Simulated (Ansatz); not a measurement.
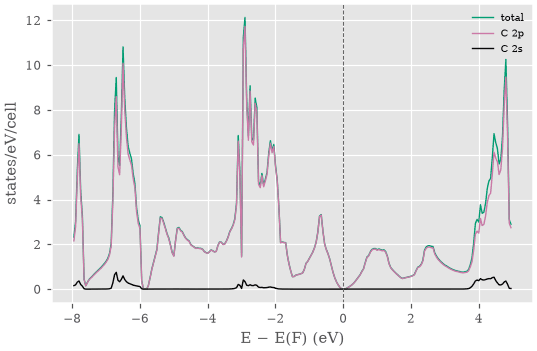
Figure. Total and projected density of states of C in space group R-3m (No. 166; C on 18f, C on 18f), the program Ansatz at the r²SCAN+D4 level (PAW)

Task: Which orbitals carry the states next to the Fermi level?

Result: Within 0.5 eV of the Fermi level: C 2p 99 %. Projections are on Löwdin-orthogonalised atomic valence shells; empty p or d shells of many metals are not among them.

Task: Where is the tallest occupied peak in this window, and what makes it?

Result: Near -2.9 eV, about 12 states/eV per cell; the largest projected share is C 2p.

The start of the workflow was typed in or built on a structure type; the Crystallography Open Database files this formula in space group No. 166, but the cells were not matched. It is not the phase usual at ambient conditions (space group No. 194, 227). Symmetry was held in the r²SCAN+D4 relaxation; its stability against distortions is not shown here.

Potentials: the earlier of the program's two PAW sets.
